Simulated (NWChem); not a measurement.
**CH2F2 (difluoromethane): levels of theory compared**

Aim: a comparison of 4 runs (HF/STO-3G, HF/3-21G, B3LYP/6-31G*) of CH2F2 (difluoromethane). 

The calculation is run with NWChem 7.3.0.

45 further runs of the same task are left out: 45 set aside as unsound or not needed.

## Step 1: The system as given

CH2F2: 5 atoms, total charge 0, spin state singlet. SMILES: `FCF`. The C2–H5 distance was set to 2.406 Å, away from the relaxed value. At this shape a bond of the SMILES string is far longer than usual.

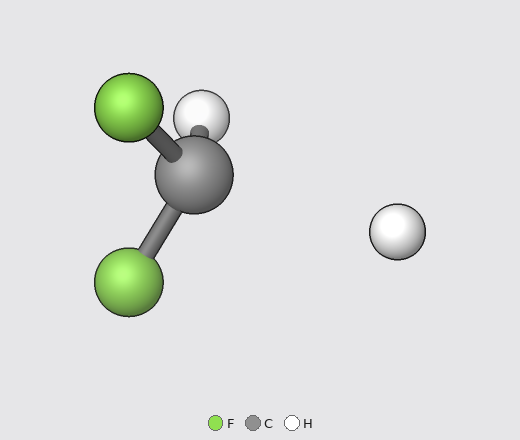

The structure, seen from a chosen angle (fluorine green, carbon grey, hydrogen white).

## Step 2: A single-point energy at HF/STO-3G (run 1)

Contents of struct.nw:

```
start struct
memory stack 880 mb heap 220 mb global 1100 mb
geometry units bohr noautosym nocenter noautoz
  F  -2.38019320 -1.63677305  2.74553773
  C  -0.33286392 -2.03002506  1.27041752
  F   1.70879619 -2.33672761  2.77369465
  H  -0.62161407 -3.76101419  0.17966760
  H   0.31237173  1.63310132 -1.34378425
end
basis spherical bse
  * library STO-3G
end
scf
  thresh 1e-08
  maxiter 80
end
task scf energy
```

Run with:

```console
nwchem struct.nw > struct.out
```

Standard output:

```text
[...]
  functions       =    17
[...]
  wavefunction    = RHF
[...]
         Total SCF energy =   -234.331866377476
      One-electron energy =   -475.372582907258
      Two-electron energy =    166.991621560875
 Nuclear repulsion energy =     74.049094968907
        Time for solution =      0.3s
[...]
```

It took 0.97 s on 1 thread of Intel Xeon Platinum 8488C (Sapphire Rapids), shared host; peak memory 0.096 GiB.

## Step 3: The energy at HF/3-21G (run 2)

Contents of mol.nw:

```
start mol
memory stack 880 mb heap 220 mb global 1100 mb

geometry units angstrom noautosym nocenter noautoz
 F       -1.259544      -0.866143       1.452876
 C       -0.176144      -1.074243       0.672276
 F        0.904256      -1.236543       1.467776
 H       -0.328944      -1.990243       0.095076
 H        0.165300       0.864200      -0.711100
end

basis spherical bse
 * library 3-21G
end

scf
 thresh 1e-08
 maxiter 80
end

task scf energy
```

Run with:

```console
nwchem mol.nw > mol.out
```

Standard output:

```text
[...]
  functions       =    31
[...]
  wavefunction    = RHF
[...]
         Total SCF energy =   -236.391806678196
      One-electron energy =   -475.524518062371
      Two-electron energy =    165.083611082340
 Nuclear repulsion energy =     74.049100301836
        Time for solution =      0.3s
[...]
```

It took 0.97 s on 1 thread of Intel Xeon Platinum 8488C (Sapphire Rapids), shared host; peak memory 0.096 GiB.

Run 3 isn't shown in full; the table further down has it.

## Step 4: A single-point energy at B3LYP/6-31G(d) (spherical functions) (run 4)

Contents of run.py:

```python
from ase import Atoms
from ase.calculators.nwchem import NWChem

molecule = Atoms('FCFHH', positions=[
    [-1.259544, -0.866143, 1.452876],
    [-0.176144, -1.074243, 0.672276],
    [0.904256, -1.236543, 1.467776],
    [-0.328944, -1.990243, 0.095076],
    [0.165300, 0.864200, -0.711100],
])

calc = NWChem(
    label='geom',
    theory='dft',
    memory='2200 mb',
    basis='6-31G*',
    basispar='spherical bse',
    dft={'xc': 'b3lyp', 'mult': '1', 'grid': 'xfine', 'convergence': 'energy 1e-08', 'iterations': '100', 'mulliken': None},
    task='energy',
)
molecule.calc = calc

e = molecule.get_potential_energy()
print(f"E = {e:.6f} eV")
print("dipole (e A):", molecule.get_dipole_moment().round(4))
```

Run with:

```console
export ASE_NWCHEM_COMMAND="nwchem PREFIX.nwi > PREFIX.nwo"
python run.py
```

Standard output:

```text
E = -6498.147386 eV
dipole (e A): [-0.0556 -0.3278 -0.0769]
```

The calculator wrote geom.nwi:

```
title "geom"

permanent_dir geom

scratch_dir geom

start geom

geometry units angstrom nocenter noautosym noautoz
  F  -1.2595440000000000e+00 -8.6614300000000000e-01 1.4528760000000001e+00
  C  -1.7614400000000000e-01 -1.0742430000000001e+00 6.7227599999999998e-01
  F  9.0425599999999995e-01 -1.2365429999999999e+00 1.4677760000000000e+00
  H  -3.2894400000000001e-01 -1.9902430000000000e+00 9.5075999999999994e-02
  H  1.6530000000000000e-01 8.6419999999999997e-01 -7.1109999999999995e-01
end

memory 2200 mb

basis spherical bse noprint
   * library 6-31G*
end

dft
  xc b3lyp
  mult 1
  grid xfine
  convergence energy 1e-08
  iterations 100
  mulliken
end

task dft energy
```

geom.nwo, cut to the lines that bear on the results:

```text
[...]
      One electron energy =     -477.478936862832
[... 1 line left out ...]
    Exchange-Corr. energy =      -26.899170042514
[... 6 lines left out ...]
                       DFT Final Molecular Orbital Analysis
[... 339 lines left out ...]
     -------------------------------------------
[...]
```

It took 9.9 s on 1 thread of Intel Xeon Platinum 8488C (Sapphire Rapids), shared host; peak memory 0.12 GiB.

## Step 5: Overview of the runs

```tsv
run	level	Cartesian functions	iteration cap	energy (Eh)	dipole moment (D)	HOMO energy (eV)	LUMO energy (eV)	wall time
1	HF/STO-3G	no	80	-234.331866	0.98	-6.21	2.89	0.97 s
2	HF/3-21G	no	80	-236.391807	1.92	-9.58	-0.07	0.97 s
3	B3LYP/6-31G* (Cartesian functions)	yes	100	-238.805449	–	–	–	9.9 s
4	B3LYP/6-31G* (spherical functions)	no	100	-238.802514	1.64	-7.04	-3.43	9.9 s
```

## Step 6: Results

```
            quantity          value
 run 4: total energy  -238.80251 Eh
run 4: dipole moment         1.64 D
  run 4: HOMO energy       -7.04 eV
  run 4: LUMO energy       -3.43 eV
run 4: HOMO–LUMO gap        3.61 eV
```

In words: Over runs 1, 2, 4 the dipole moment (its size) runs from 0.98 D (HF/STO-3G) to 1.92 D (HF/3-21G). Over runs 1, 2, 4 the HOMO–LUMO gap runs from 3.61 eV (B3LYP/6-31G*) to 9.51 eV (HF/3-21G). The two ends differ in method and basis. In run 1 the basis is minimal, so the values are rough. In runs 1, 2, 3, 4 a closed-shell determinant meets a far-stretched bond, which it describes badly. All runs together took 22 s, the longest 9.9 s.
